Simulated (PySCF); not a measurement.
Consider CaH (charge +1).

```csv
atom,x (Å),y (Å),z (Å)
Ca,0.0000,0.0000,-0.0463
H,0.0000,0.0000,1.8377
```

All numbers below come from PySCF 2.14.0, PBE0/6-311G(d,p), non-relativistic, at a bond length of 1.884 Å.

Question: Predict the electron density and electron localisation function between the atoms.

Answer: Ca–H (1.88 Å): the density is about 0.64 e/Å³ at the midpoint; the ELF climbs to about 1 towards the hydrogen.

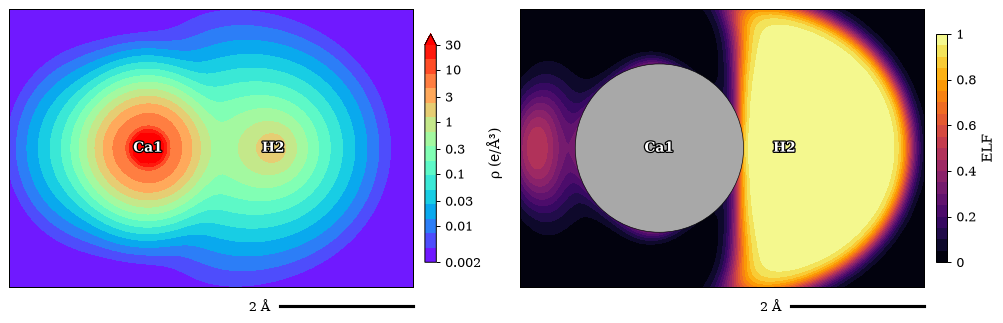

Computed electron density and electron localisation function on a plane that holds the molecular axis, in this order. Grey discs cover the atomic cores in the ELF map. 
